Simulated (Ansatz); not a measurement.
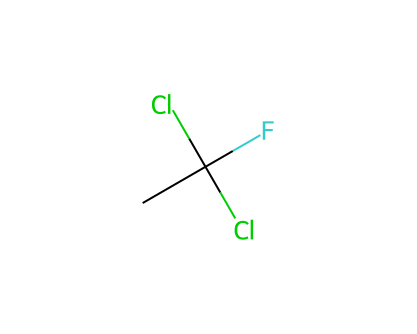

Transcribe the drawing into SMILES.

Answer. CC(F)(Cl)Cl

Give the formula, hydrogens included.

Answer. C2H3Cl2F.

An optimisation with PBE0-D4/def2-TZVP gave a structure of which point group?

Answer. Cs.

More results for the same structure follow; atom numbers are the same in all pictures, views and colours differ. The computed structure is the end point of a PBE0-D4/def2-TZVP optimisation.

**Vibrations**

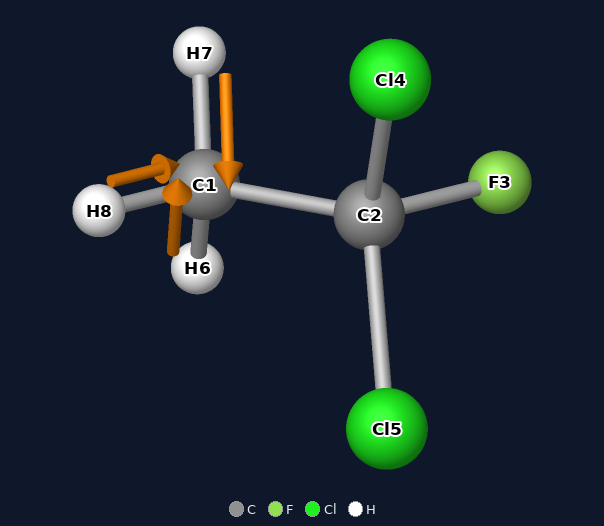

The arrows show one normal mode. Harmonic vibrations computed with RKS PBE0-D4/def2-TZVP (Ansatz 0.2.0) at a stationary point of the same level.

What kind of motion is it?

Answer. Mostly in-phase stretching of 3 C–H bonds.

Estimate its harmonic wavenumber.

Answer. 3077 cm⁻¹; it is mode 16 of 18 counted from the lowest.

**Electronic properties**

Level of theory: RKS PBE-D4/def2-TZVPP (Ansatz 0.2.0).

Predict the main results.

- dipole moment: 1.91 D
- HOMO energy (Kohn–Sham orbital): −7.40 eV
- LUMO energy (Kohn–Sham orbital): −1.30 eV
- HOMO–LUMO gap: 6.11 eV
- dispersion correction: −18.7 kJ/mol

**Charges**

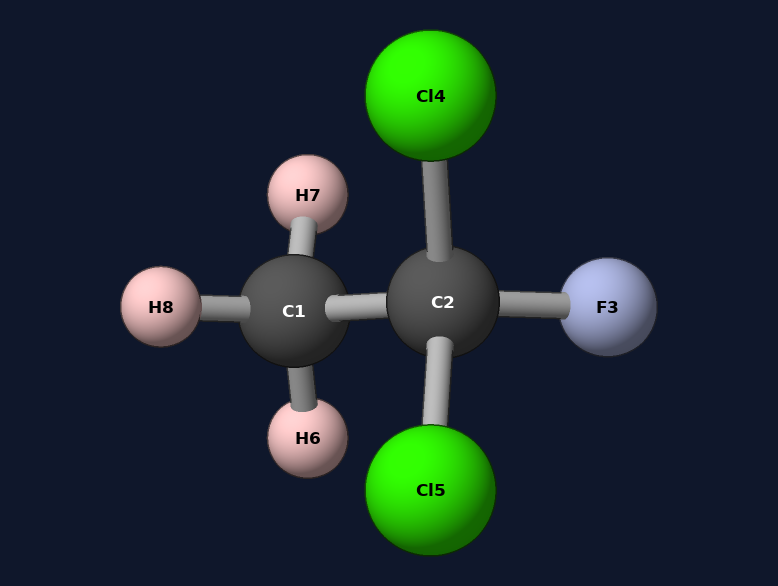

The questions are on Mulliken charges. Method: RKS B3LYP-D4/def2-TZVPP (Ansatz 0.2.0).

List the Mulliken charges.

```json
{"atom": "C1", "value (e)": "−0.25"}
{"atom": "C2", "value (e)": "0.28"}
{"atom": "F3", "value (e)": "−0.17"}
{"atom": "Cl4", "value (e)": "−0.10"}
{"atom": "Cl5", "value (e)": "−0.10"}
{"atom": "H6", "value (e)": "0.11"}
{"atom": "H7", "value (e)": "0.11"}
{"atom": "H8", "value (e)": "0.11"}
```

Mulliken values depend strongly on the basis set and can even reverse the polarity of a bond.
